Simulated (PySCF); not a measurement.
Run report: C4H7N3Si, geometry relaxation

C4H7N3Si, computed with PBE0-D3(BJ)/def2-SVP geometry optimisation, gas phase (PySCF 2.14.0).

It belongs to a series of runs on one base structure; here: H replaced by vinyl.

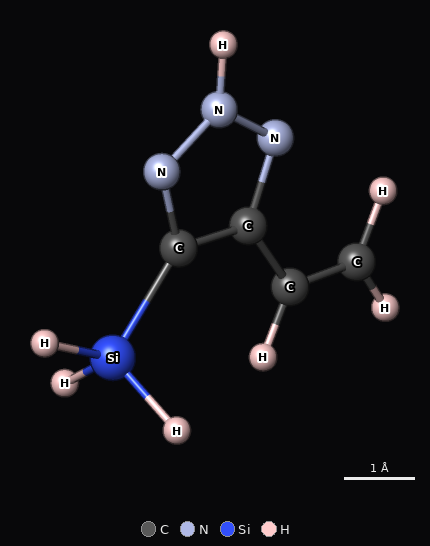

Fig. 1: The structure as given in the input (ball-and-stick view, seen at a tilt). Bond lengths as drawn: C–C 1.34 to 1.46 Å, C–H 1.05 to 1.09 Å, C–N 1.34 Å, C–Si 1.86 Å, H–N 1.01 Å, H–Si 1.44 to 1.49 Å and N–N 1.31 to 1.34 Å.

The input:
```
{"job": {"xc": "PBE0", "basis": "def2-SVP", "d3": "d3bj", "grid": 1, "shake": 0.01, "kind": "geom"}, "charge": 0, "multiplicity": 1}
C      2.735070    -0.058500    -0.327370
C      1.474780    -0.398710    -0.005330
C      0.300110     0.435440    -0.221500
N      0.385260     1.664780    -0.736430
N     -0.906040     2.039630    -0.753790
N     -1.768470     1.177000    -0.274930
C     -1.024970     0.120760     0.083000
Si    -1.785180    -1.416770     0.805420
H      2.903870     0.932230    -0.761230
H      3.557280    -0.680390    -0.153540
H      1.262530    -1.358540     0.456820
H     -1.178480     2.951900    -1.084530
H     -1.243790    -1.636460     2.126950
H     -3.260370    -1.227730     0.901480
H     -1.466950    -2.562030    -0.062280
```

The first line tells a small driver script what to run in PySCF; the rest is the geometry in Å.

Machine: 1 CPU thread, shared host.

Command:
```bash
OMP_NUM_THREADS=1 python <driver script> task.json out
```

Output:
```
step   0  E = -609.52170764  max force = 0.039410
step   1  E = -609.52639972  max force = 0.009695
step   2  E = -609.52646315  max force = 0.007965
step   3  E = -609.52685413  max force = 0.001807
step   4  E = -609.52685912  max force = 0.001822
step   5  E = -609.52689413  max force = 0.000670
step   6  E = -609.52690933  max force = 0.000824
step   7  E = -609.52692914  max force = 0.000354
step   8  E = -609.52694165  max force = 0.000568
step   9  E = -609.52694579  max force = 0.000645
step  10  E = -609.52694717  max force = 0.000184
optimisation converged
```

Trajectory as extended XYZ (Å, eV, eV/Å), 7 of the 11 frames kept, from step=0 to step=10:
```
15
Properties=species:S:1:pos:R:3:forces:R:3 step=0 energy=-16585.93047
C     2.7351   -0.0585   -0.3274   -2.0266   1.3078  -0.1857
C     1.4748   -0.3987   -0.0053    0.5234   0.1251  -0.1616
C     0.3001    0.4354   -0.2215    1.6259   0.1830  -0.0575
N     0.3853    1.6648   -0.7364   -1.6980   0.1484  -0.0589
N    -0.9060    2.0396   -0.7538    1.2162  -0.7506   0.3428
N    -1.7685    1.1770   -0.2749   -0.0728   0.2966  -0.1616
C    -1.0250    0.1208    0.0830   -0.9302   0.3384  -0.1482
Si   -1.7852   -1.4168    0.8054   -0.5582   0.3841  -0.5142
H     2.9039    0.9322   -0.7612    0.1253  -0.0832  -0.0638
H     3.5573   -0.6804   -0.1535    1.4139  -1.1789   0.3329
H     1.2625   -1.3585    0.4568    0.0401  -0.3505   0.1021
H    -1.1785    2.9519   -1.0845   -0.1263   0.2272  -0.0879
H    -1.2438   -1.6365    2.1269    0.3830  -0.2487   0.8884
H    -3.2604   -1.2277    0.9015    0.0110  -0.0142  -0.0380
H    -1.4669   -2.5620   -0.0623    0.0732  -0.3846  -0.1888
15
Properties=species:S:1:pos:R:3:forces:R:3 step=2 energy=-16586.05988
C     2.6939   -0.1425   -0.6500   -0.0431   0.0836  -0.0094
C     1.4847   -0.4225   -0.1518    0.0011  -0.1234   0.0820
C     0.3113    0.4387   -0.2301    0.1566   0.1461   0.2625
N     0.3407    1.6745   -0.7313   -0.0188  -0.0952  -0.4096
N    -0.9051    2.0731   -0.6524    0.0700  -0.1103   0.2970
N    -1.7538    1.2446   -0.0950   -0.1962   0.0076  -0.0554
C    -1.0186    0.1681    0.2054    0.0705   0.0782  -0.2184
Si   -1.7686   -1.3502    1.0043   -0.0174  -0.0246   0.0143
H     2.8741    0.8053   -1.1647    0.0309  -0.0154  -0.0139
H     3.5263   -0.8454   -0.5549   -0.0600   0.0397   0.0098
H     1.3234   -1.3749    0.3635   -0.0056  -0.0351  -0.0115
H    -1.1952    2.9824   -0.9943    0.0094   0.0196   0.0607
H    -1.2015   -1.5639    2.3710    0.0004   0.0213  -0.0072
H    -3.2442   -1.1684    1.0900    0.0040   0.0011   0.0069
H    -1.4508   -2.5613    0.1884   -0.0019   0.0070  -0.0075
15
Properties=species:S:1:pos:R:3:forces:R:3 step=3 energy=-16586.07052
C     2.6868   -0.1337   -0.6453   -0.0378   0.0305  -0.0141
C     1.4836   -0.4338   -0.1439    0.0325   0.0529  -0.0449
C     0.3139    0.4310   -0.2342   -0.0109  -0.0047   0.0929
N     0.3418    1.6571   -0.7596   -0.0460  -0.0029  -0.0051
N    -0.8976    2.0684   -0.6456   -0.0091   0.0240  -0.0420
N    -1.7550    1.2423   -0.0987    0.0512   0.0445   0.0423
C    -1.0181    0.1655    0.1947    0.0024  -0.0771  -0.0525
Si   -1.7698   -1.3486    1.0007   -0.0074  -0.0058  -0.0017
H     2.8574    0.8151   -1.1639   -0.0119  -0.0471   0.0233
H     3.5242   -0.8268   -0.5560    0.0421  -0.0199   0.0241
H     1.3280   -1.3862    0.3732   -0.0032  -0.0121  -0.0207
H    -1.1805    2.9861   -0.9692   -0.0060   0.0210  -0.0118
H    -1.1979   -1.5524    2.3658    0.0049   0.0047   0.0117
H    -3.2447   -1.1640    1.0916    0.0028  -0.0003   0.0029
H    -1.4555   -2.5625    0.1884   -0.0036  -0.0075  -0.0042
15
Properties=species:S:1:pos:R:3:forces:R:3 step=5 energy=-16586.07161
C     2.6902   -0.1330   -0.6406    0.0158  -0.0016   0.0146
C     1.4819   -0.4324   -0.1530   -0.0075  -0.0080  -0.0026
C     0.3115    0.4316   -0.2394   -0.0015  -0.0282  -0.0343
N     0.3363    1.6559   -0.7699   -0.0025   0.0038   0.0281
N    -0.9010    2.0696   -0.6475   -0.0106   0.0102   0.0039
N    -1.7537    1.2458   -0.0901   -0.0139  -0.0076  -0.0345
C    -1.0194    0.1633    0.1907    0.0211   0.0214   0.0246
Si   -1.7691   -1.3504    1.0007    0.0055   0.0048   0.0123
H     2.8689    0.8159   -1.1526    0.0001   0.0079   0.0006
H     3.5277   -0.8261   -0.5374   -0.0022  -0.0020  -0.0058
H     1.3221   -1.3895    0.3548   -0.0015  -0.0014  -0.0077
H    -1.1850    2.9881   -0.9696   -0.0009  -0.0017   0.0025
H    -1.1867   -1.5539    2.3622    0.0000   0.0000  -0.0011
H    -3.2425   -1.1619    1.1038   -0.0003   0.0003   0.0003
H    -1.4649   -2.5656    0.1858   -0.0017   0.0021  -0.0011
15
Properties=species:S:1:pos:R:3:forces:R:3 step=7 energy=-16586.07256
C     2.6939   -0.1269   -0.6298   -0.0030   0.0023   0.0082
C     1.4784   -0.4391   -0.1683    0.0033   0.0031   0.0028
C     0.3091    0.4269   -0.2490    0.0182   0.0089   0.0132
N     0.3356    1.6555   -0.7698   -0.0098  -0.0142  -0.0155
N    -0.9022    2.0682   -0.6492   -0.0013   0.0038   0.0062
N    -1.7561    1.2415   -0.0981    0.0020   0.0033   0.0103
C    -1.0210    0.1592    0.1826   -0.0109  -0.0004  -0.0124
Si   -1.7679   -1.3490    1.0053    0.0015   0.0048  -0.0017
H     2.8803    0.8366   -1.1114   -0.0016  -0.0006  -0.0008
H     3.5287   -0.8244   -0.5367    0.0049  -0.0023   0.0012
H     1.3115   -1.4091    0.3118   -0.0022  -0.0038  -0.0091
H    -1.1855    2.9884   -0.9671   -0.0016  -0.0009  -0.0010
H    -1.1776   -1.5425    2.3647    0.0013  -0.0020  -0.0013
H    -3.2405   -1.1581    1.1164   -0.0002   0.0000  -0.0005
H    -1.4702   -2.5698    0.1966   -0.0005  -0.0020   0.0006
15
Properties=species:S:1:pos:R:3:forces:R:3 step=8 energy=-16586.07290
C     2.6966   -0.1219   -0.6190    0.0012  -0.0017   0.0040
C     1.4757   -0.4438   -0.1792    0.0019   0.0053   0.0022
C     0.3075    0.4241   -0.2567   -0.0049  -0.0008  -0.0063
N     0.3331    1.6531   -0.7767   -0.0041  -0.0153  -0.0162
N    -0.9039    2.0669   -0.6511    0.0029   0.0257   0.0177
N    -1.7564    1.2417   -0.0959    0.0065  -0.0189  -0.0263
C    -1.0220    0.1570    0.1772   -0.0081   0.0031   0.0292
Si   -1.7664   -1.3484    1.0072    0.0010   0.0034   0.0000
H     2.8872    0.8512   -1.0791    0.0037   0.0018  -0.0009
H     3.5310   -0.8206   -0.5300   -0.0003   0.0012  -0.0011
H     1.3030   -1.4233    0.2789   -0.0019   0.0001  -0.0029
H    -1.1877    2.9871   -0.9685    0.0011   0.0009   0.0030
H    -1.1654   -1.5401    2.3622    0.0004  -0.0043  -0.0010
H    -3.2375   -1.1536    1.1297   -0.0002  -0.0003  -0.0013
H    -1.4785   -2.5719    0.1990    0.0007  -0.0003  -0.0002
15
Properties=species:S:1:pos:R:3:forces:R:3 step=10 energy=-16586.07305
C     2.6983   -0.1183   -0.6136    0.0007  -0.0008   0.0011
C     1.4746   -0.4443   -0.1846   -0.0006  -0.0002   0.0009
C     0.3059    0.4229   -0.2608    0.0039  -0.0020  -0.0062
N     0.3308    1.6515   -0.7814   -0.0024  -0.0014   0.0021
N    -0.9052    2.0669   -0.6511   -0.0018   0.0029  -0.0017
N    -1.7572    1.2409   -0.0960    0.0004  -0.0013  -0.0022
C    -1.0228    0.1562    0.1766    0.0021   0.0056   0.0095
Si   -1.7655   -1.3489    1.0083   -0.0006  -0.0013  -0.0018
H     2.8933    0.8589   -1.0631   -0.0026  -0.0003   0.0007
H     3.5316   -0.8186   -0.5264    0.0001   0.0008   0.0005
H     1.2995   -1.4283    0.2631    0.0007  -0.0008  -0.0010
H    -1.1894    2.9870   -0.9681   -0.0004   0.0003   0.0000
H    -1.1600   -1.5431    2.3609    0.0001  -0.0013  -0.0005
H    -3.2361   -1.1529    1.1357    0.0001  -0.0001  -0.0004
H    -1.4814   -2.5723    0.1985    0.0005   0.0002  -0.0010
```

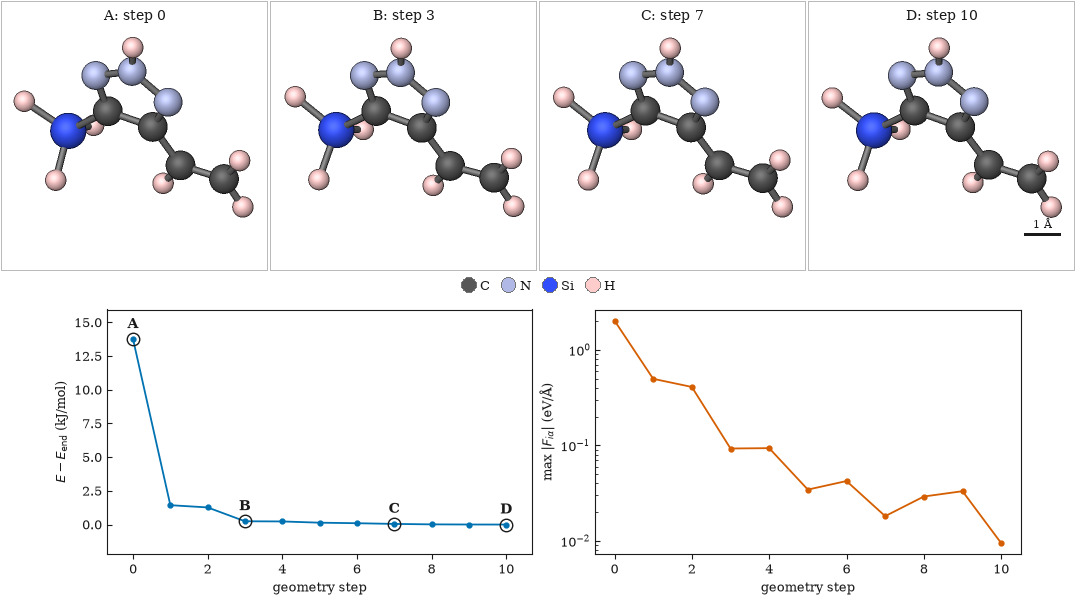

Fig. 2: Frames of the relaxation (ball-and-stick view, seen at a tilt) above the curves, on which the letters mark them (steps are counted from 0).

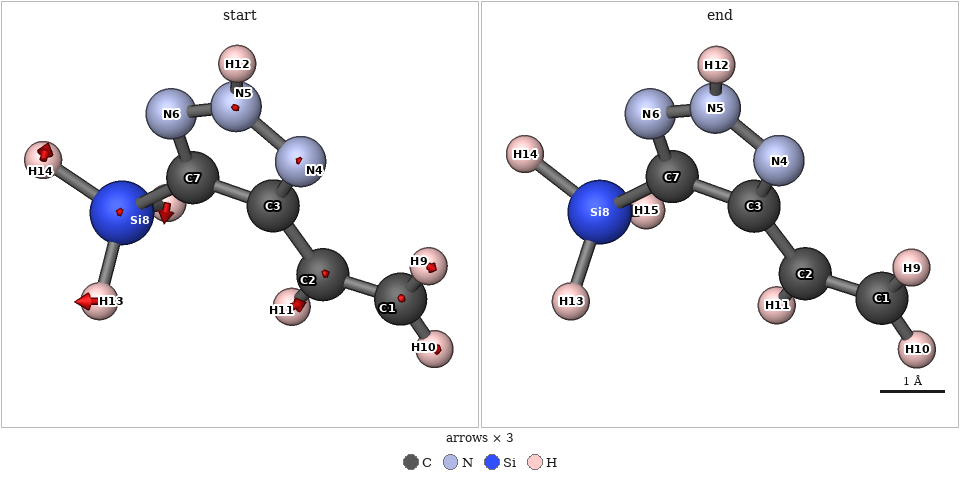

Fig. 3: Before (left) and after (right) the relaxation, at one scale (ball-and-stick view, seen at a tilt). The red arrows give the displacements, magnified 3 times. The energy falls by 13.8 kJ/mol in 10 geometry steps. The largest force component goes from 2 to 0.0095 eV/Å. The largest move after the best rigid fit is that of H13, 0.14 Å. By element the largest moves are H 0.14 Å, C 0.04 Å, Si 0.04 Å, N 0.03 Å. Among the contacts that change: Si8–H13 1.445 → 1.495 Å, C1–H10 1.045 → 1.092 Å, N4–N5 1.345 → 1.310 Å, C3–C7 1.396 → 1.424 Å. Among the angles that change: C2–C1–H9 117.9° → 120.9°, N4–C3–C7 110.6° → 108.0°, C3–N4–N5 101.6° → 103.6°. (Atoms are counted from 1 in the order of the input.)

Summary:

- outcome: converged
- total energy: −609.526947 hartree
- dipole moment: 0.68 D
- point group: C1
- wall time: 2.8 min
- peak memory: 0.61 GiB
